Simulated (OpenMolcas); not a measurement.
**MoO3: excited-state calculation (part 2 of 2)**

MoO3, SMILES [O]=[Mo](=[O])=[O]; MC-PDFT (ftBLYP)/ANO-RCC-VDZP, DKH2 (OpenMolcas 26.06). The geometry comes from this level: PBE0-D4/def2-TZVP.

Geometry of the input (Å):
```
O  -0.9680  -0.1498  1.2625
Mo -0.1381  -0.3365  -0.2003
O  1.5070  -0.6076  0.0888
O  -0.3452  1.0336  -1.1714
```

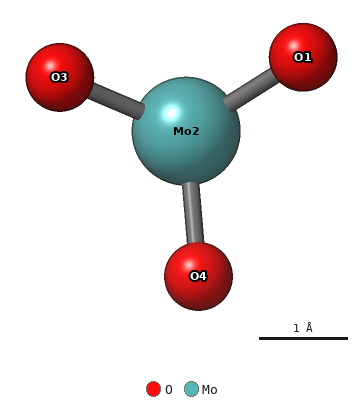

**Figure 1.** The input geometry (ball-and-stick view, seen on its broad side; atoms are numbered from 1 in the order of the input). Sticks mark near contacts.

What the program printed, continued
```
                   O1       MO2      O3       O4
      Nuclear      8.0000  42.0000   8.0000   8.0000
      Electronic  -8.7994 -39.6021  -8.7994  -8.7991

      Total       -0.7994   2.3979  -0.7994  -0.7991
--

      Natural Bond Order analysis for root number:  1

++    Natural Bond Order analysis
      ---------------------------
      Based on LoProp computed density
      -------------------------------------------------------------------------------------
      Atom A       Atom B       Bond Order
      -------------------------------------------------------------------------------------
      NBO located      1.000 non-bonded electrons on atom O1
      NBO located      0.913 non-bonded electrons on atom O1
      NBO located      0.963 non-bonded electrons on atom MO2
      NBO located      0.990 non-bonded electrons on atom MO2
      NBO located      0.994 non-bonded electrons on atom MO2
      NBO located      0.997 non-bonded electrons on atom MO2
      NBO located      0.999 non-bonded electrons on atom MO2
      NBO located      1.000 non-bonded electrons on atom MO2
      NBO located      1.000 non-bonded electrons on atom MO2
      NBO located      1.000 non-bonded electrons on atom MO2
      NBO located      1.000 non-bonded electrons on atom MO2
      NBO located      1.000 non-bonded electrons on atom MO2
      NBO located      1.000 non-bonded electrons on atom MO2
      NBO located      1.000 non-bonded electrons on atom MO2
      NBO located      1.000 non-bonded electrons on atom MO2
      NBO located      1.000 non-bonded electrons on atom MO2
      NBO located      1.000 non-bonded electrons on atom MO2
      NBO located      1.000 non-bonded electrons on atom MO2
      NBO located      1.000 non-bonded electrons on atom MO2
      NBO located      1.000 non-bonded electrons on atom O3
      NBO located      0.914 non-bonded electrons on atom O3
      NBO located      1.000 non-bonded electrons on atom O4
      NBO located      0.913 non-bonded electrons on atom O4
      The remaining   11.021 electrons are to be considered as diffuse
--

--

      Von Neumann Entropy (Root   2) =  1.00000

      Mulliken population analysis for root number:  2
      -----------------------------------------------

++    Molecular charges:
      ------------------

      Mulliken charges per centre
      ---------------------------

                O1      MO2     O3      O4
      Total    8.5822 40.2532  8.5822  8.5824

      N-E     -0.5822  1.7468 -0.5822 -0.5824

      Total electronic charge=   66.000000

      Total            charge=   -0.000000
--

      Expectation values of various properties for root number:  2
      -----------------------------------------------------------

++    Molecular properties:
      ---------------------

      Charge (e):
                      =   -0.0000
      Dipole Moment (debye):
      Origin of the operator (angstrom)=   -0.0714   -0.1955   -0.1147
                   X= -1.3470E+00               Y= -2.8501E+00               Z= -1.7283E+00           Total=  3.5950E+00
      Quadrupole Moment (debye*angstrom):
      Origin of the operator (angstrom)=   -0.0714   -0.1955   -0.1147
                  XX= -4.4800E+01              XY=  2.0741E+00              XZ=  1.2587E+00              YY= -4.1396E+01
                  YZ=  2.6631E+00              ZZ= -4.4164E+01
      In traceless form (debye*angstrom)
                  XX= -2.0196E+00              XY=  3.1111E+00              XZ=  1.8881E+00              YY=  3.0862E+00
                  YZ=  3.9947E+00              ZZ= -1.0666E+00
--

      LoProp population analysis for root number:  2
      -----------------------------------------------

++    LoProp analysis:
      ----------------

++    Static properties:
      ------------------

      LoProp Charges per center

                   O1       MO2      O3       O4
      Nuclear      8.0000  42.0000   8.0000   8.0000
      Electronic  -8.5578 -40.3263  -8.5578  -8.5580

      Total       -0.5578   1.6737  -0.5578  -0.5580
--

      Natural Bond Order analysis for root number:  2

++    Natural Bond Order analysis
      ---------------------------
      Based on LoProp computed density
      -------------------------------------------------------------------------------------
      Atom A       Atom B       Bond Order
      -------------------------------------------------------------------------------------
      NBO located      1.000 non-bonded electrons on atom O1
      NBO located      0.973 non-bonded electrons on atom O1
      NBO located      0.948 non-bonded electrons on atom MO2
      NBO located      0.966 non-bonded electrons on atom MO2
      NBO located      0.989 non-bonded electrons on atom MO2
      NBO located      0.994 non-bonded electrons on atom MO2
      NBO located      0.994 non-bonded electrons on atom MO2
      NBO located      1.000 non-bonded electrons on atom MO2
      NBO located      0.999 non-bonded electrons on atom MO2
      NBO located      1.000 non-bonded electrons on atom MO2
      NBO located      1.000 non-bonded electrons on atom MO2
      NBO located      1.000 non-bonded electrons on atom MO2
      NBO located      1.000 non-bonded electrons on atom MO2
      NBO located      1.000 non-bonded electrons on atom MO2
      NBO located      1.000 non-bonded electrons on atom MO2
      NBO located      1.000 non-bonded electrons on atom MO2
      NBO located      1.000 non-bonded electrons on atom MO2
      NBO located      1.000 non-bonded electrons on atom MO2
      NBO located      1.000 non-bonded electrons on atom MO2
      NBO located      1.000 non-bonded electrons on atom MO2
      NBO located      1.000 non-bonded electrons on atom O3
      NBO located      0.971 non-bonded electrons on atom O3
      NBO located      1.000 non-bonded electrons on atom O4
      NBO located      0.955 non-bonded electrons on atom O4
      The remaining    9.916 electrons are to be considered as diffuse
--

--

      Von Neumann Entropy (Root   3) =  0.00000

      Mulliken population analysis for root number:  3
      -----------------------------------------------

++    Molecular charges:
      ------------------

      Mulliken charges per centre
      ---------------------------

                O1      MO2     O3      O4
      Total    8.3369 40.9885  8.3370  8.3376

      N-E     -0.3369  1.0115 -0.3370 -0.3376

      Total electronic charge=   66.000000

      Total            charge=   -0.000000
--

      Expectation values of various properties for root number:  3
      -----------------------------------------------------------

++    Molecular properties:
      ---------------------

      Charge (e):
                      =   -0.0000
      Dipole Moment (debye):
      Origin of the operator (angstrom)=   -0.0714   -0.1955   -0.1147
                   X=  1.2520E-01               Y=  2.5882E-01               Z=  1.6413E-01           Total=  3.3106E-01
      Quadrupole Moment (debye*angstrom):
      Origin of the operator (angstrom)=   -0.0714   -0.1955   -0.1147
                  XX= -4.1710E+01              XY= -6.9784E-01              XZ= -4.2593E-01              YY= -4.2859E+01
                  YZ= -8.9426E-01              ZZ= -4.1926E+01
      In traceless form (debye*angstrom)
                  XX=  6.8334E-01              XY= -1.0468E+00              XZ= -6.3889E-01              YY= -1.0415E+00
                  YZ= -1.3414E+00              ZZ=  3.5817E-01
--

      LoProp population analysis for root number:  3
      -----------------------------------------------

++    LoProp analysis:
      ----------------

++    Static properties:
      ------------------

      LoProp Charges per center

                   O1       MO2      O3       O4
      Nuclear      8.0000  42.0000   8.0000   8.0000
      Electronic  -8.3162 -41.0505  -8.3163  -8.3170

      Total       -0.3162   0.9495  -0.3163  -0.3170
--

      Natural Bond Order analysis for root number:  3

++    Natural Bond Order analysis
      ---------------------------
      Based on LoProp computed density
      -------------------------------------------------------------------------------------
      Atom A       Atom B       Bond Order | Atom A       Atom B       Bond Order
        O1           MO2            0.824  |   MO2          O3             0.820
        MO2          O4             0.821  |
      -------------------------------------------------------------------------------------
      NBO located      4.927 electrons involved in    3 bonds.
      NBO located      0.999 non-bonded electrons on atom O1
      NBO located      1.010 non-bonded electrons on atom O1
      NBO located      0.999 non-bonded electrons on atom O3
      NBO located      1.012 non-bonded electrons on atom O3
      NBO located      1.000 non-bonded electrons on atom O4
      NBO located      1.007 non-bonded electrons on atom O4
      The remaining   22.747 electrons are to be considered as diffuse
--

--

      Average orbitals are written to the RASORB file
      Natural orbitals for root   1 are written to the RASORB.1 file
      Natural orbitals for root   2 are written to the RASORB.2 file
      Natural orbitals for root   3 are written to the RASORB.3 file
      Spin density orbitals for root   1 are written to the SPDORB.1 file
      Spin density orbitals for root   2 are written to the SPDORB.2 file
      Spin density orbitals for root   3 are written to the SPDORB.3 file

--- Stop Module: rasscf /rc=_RC_ALL_IS_WELL_ ---
           step8.RasOrb.3 step8.rasscf.h5 step8.SpdOrb.1 step8.SpdOrb.2 step8.SpdOrb.3 xmldump
--- Module rasscf spent 6 seconds ---

--- Start Module: mcpdft ---

                                              &MCPDFT

                       available to each process: 1.9 GB of memory, 1 thread

 ###############################################################################
 ###    WARNING: Deprecation warning: KSDF should be replaced                ###
 ###    with FUNC keyword                                                    ###
 ###############################################################################

++    Wave function specifications:
      -----------------------------

      Number of closed shell electrons          64
      Number of electrons in active shells       2
      Max number of holes in RAS1 space          0
      Max nr of electrons in RAS3 space          0
      Number of inactive orbitals               32
      Number of active orbitals                  2
      Number of secondary orbitals              51
      Spin quantum number                      0.0
      State symmetry                             1
      Number of CSFs                             3
      Number of RASSCF root(s) available         3
--

++    Orbital specifications:
      -----------------------

      Symmetry species                           1
                                                 a
      Frozen orbitals                            0
      Inactive orbitals                         32
      Active orbitals                            2
      RAS1 orbitals                              0
      RAS2 orbitals                              2
      RAS3 orbitals                              0
      Secondary orbitals                        51
      Deleted orbitals                           0
      Number of basis functions                 85
--

++    MCPDFT specifications:
      ----------------------

      Cholesky decomposition                     On
      Type of calculation                        MS-PDFT
      On-Top Functional                          FT:BLYP
      Exchange scaling factor                    1.00
      Correlation scaling factor                 1.00
      Wave function energy weight                0.00
--

      Numerical integration parameters
      --------------------------------
      Radial quadrature type:                         MHL
      Size of radial grid:                            75
      Lebedev angular grid:                           29
      Angular grid pruned with the crowding factor:  3.00E+00
                                 and fading factor:  6.00E+00
      Screening threshold for integral computation:   1.00E-11
      Radial quadrature accuracy:                     1.00E-25
      Maximum batch size:                             128
      AO values are stored on disk

++    DFT functional specifications:
      ------------------------------
      Using Libxc version: 6.2.2
      Please cite the following reference:
      S. Lehtola, C. Steigemann, M. J.T. Oliveira, and M. A.L. Marques.,  SoftwareX 7, 1–5 (2018) doi:10.1016/j.softx.2017.11.002

      * Becke 88
        - A. D. Becke.,  Phys. Rev. A 38, 3098 (1988) doi:10.1103/PhysRevA.38.3098
      * Lee, Yang & Parr
        - C. Lee, W. Yang, and R. G. Parr.,  Phys. Rev. B 37, 785 (1988) doi:10.1103/PhysRevB.37.785
        - B. Miehlich, A. Savin, H. Stoll, and H. Preuss.,  Chem. Phys. Lett. 157, 200 (1989) doi:10.1016/0009-2614(89)87234-3
--
   File JOBOLD not found -- use JOBIPH.
      The MO-coefficients are taken from the file:
      JOBIPH
 Reference MC-SCF energies taken from diagonal elements of
 effective Hamiltonian

++    CMS-PDFT INTERMEDIATE STATE 0001
      --------------------------------

      MCSCF reference energy                                            -4270.36341616

      Integrated total density:                                                 66.000
      Integrated alpha density before functional transformation:                33.000
      Integrated  beta density before functional transformation:                33.000
      Integrated alpha density  after functional transformation:                37.362
      Integrated  beta density  after functional transformation:                28.638
      Integrated alpha tau     before functional transformation:                 0.000
      Integrated  beta tau     before functional transformation:                 0.000
      Integrated alpha tau      after functional transformation:                 0.000
      Integrated  beta tau      after functional transformation:                 0.000
      NOTE:
      Densities after transformation are intermediate quantities
      and should not be interpreted as real spin densities

      Exchange energy scaling factor                                          1.000000
      Correlation energy scaling factor                                       1.000000

      Integrated alpha exchange energy                                      -86.787620
      Integrated beta  exchange energy                                      -61.443446
      Integrated  correlation   energy                                       -2.952995

      Nuclear Repulsion energy                                            351.81580524
      CASSCF contribution energy                                        -4123.26989776
      On-top energy                                                      -151.18406049

      Total MCPDFT energy for state   1                                 -4274.45395825
--

++    CMS-PDFT INTERMEDIATE STATE 0002
      --------------------------------

      MCSCF reference energy                                            -4270.32726038

      Integrated total density:                                                 66.000
      Integrated alpha density before functional transformation:                33.000
      Integrated  beta density before functional transformation:                33.000
      Integrated alpha density  after functional transformation:                37.581
      Integrated  beta density  after functional transformation:                28.419
      Integrated alpha tau     before functional transformation:                 0.000
      Integrated  beta tau     before functional transformation:                 0.000
      Integrated alpha tau      after functional transformation:                 0.000
      Integrated  beta tau      after functional transformation:                 0.000
      NOTE:
      Densities after transformation are intermediate quantities
      and should not be interpreted as real spin densities

      Exchange energy scaling factor                                          1.000000
      Correlation energy scaling factor                                       1.000000

      Integrated alpha exchange energy                                      -86.811493
      Integrated beta  exchange energy                                      -61.324472
      Integrated  correlation   energy                                       -2.945954

      Nuclear Repulsion energy                                            351.81580524
      CASSCF contribution energy                                        -4123.38343575
      On-top energy                                                      -151.08191843

      Total MCPDFT energy for state   2                                 -4274.46535419
--

++    CMS-PDFT INTERMEDIATE STATE 0003
      --------------------------------

      MCSCF reference energy                                            -4270.07974956

      Integrated total density:                                                 66.000
      Integrated alpha density before functional transformation:                33.000
      Integrated  beta density before functional transformation:                33.000
      Integrated alpha density  after functional transformation:                37.362
      Integrated  beta density  after functional transformation:                28.638
      Integrated alpha tau     before functional transformation:                 0.000
      Integrated  beta tau     before functional transformation:                 0.000
      Integrated alpha tau      after functional transformation:                 0.000
      Integrated  beta tau      after functional transformation:                 0.000
      NOTE:
      Densities after transformation are intermediate quantities
      and should not be interpreted as real spin densities

      Exchange energy scaling factor                                          1.000000
      Correlation energy scaling factor                                       1.000000

      Integrated alpha exchange energy                                      -86.687395
      Integrated beta  exchange energy                                      -61.372290
      Integrated  correlation   energy                                       -2.946155

      Nuclear Repulsion energy                                            351.81580524
      CASSCF contribution energy                                        -4123.28076466
      On-top energy                                                      -151.00584028

      Total MCPDFT energy for state   3                                 -4274.28660493
--

++       CMS-PDFT FINAL RESULTS
      -------------------------

      CMS-PDFT Effective Hamiltonian
      (diagonal values increased by  4270.00 hartree)
       -4.453958 -0.000017  0.002427
       -0.000017 -4.465354 -0.000017
        0.002427 -0.000017 -4.286605

::    MSPDFT root number  1 Total energy:  -4274.46535421
::    MSPDFT root number  2 Total energy:  -4274.45399341
::    MSPDFT root number  3 Total energy:  -4274.28656974

      CMS-PDFT Eigenvectors:

      Intermediate-state Basis
       Root    1      Root    2      Root    3
       -0.001504      -0.999894       0.014498
       -0.999999       0.001503      -0.000098
       -0.000077       0.014498       0.999895

      Reference-state Basis
       Root    1      Root    2      Root    3
       -0.001978      -0.999980       0.005943
       -0.999998       0.001978      -0.000031
       -0.000019       0.005943       0.999982
--

--- Stop Module: mcpdft /rc=_RC_ALL_IS_WELL_ ---
--- Module mcpdft spent 4 seconds ---

.##################.
.# Happy landing! #.
.##################.

    Timing: Wall=28.22 User=22.96 System=2.65
```

Key numbers

| quantity | value |
| --- | --- |
| outcome | converged |
| total energy | −4274.465354 hartree |
| basis functions | 85 |
| hardware | 1 thread of AMD EPYC (Zen 3), 128 GiB of memory available, shared host |
| wall time | 29 s |
| peak memory | 0.32 GiB |

The run takes a singlet; with an open-shell metal another spin state may lie lower.
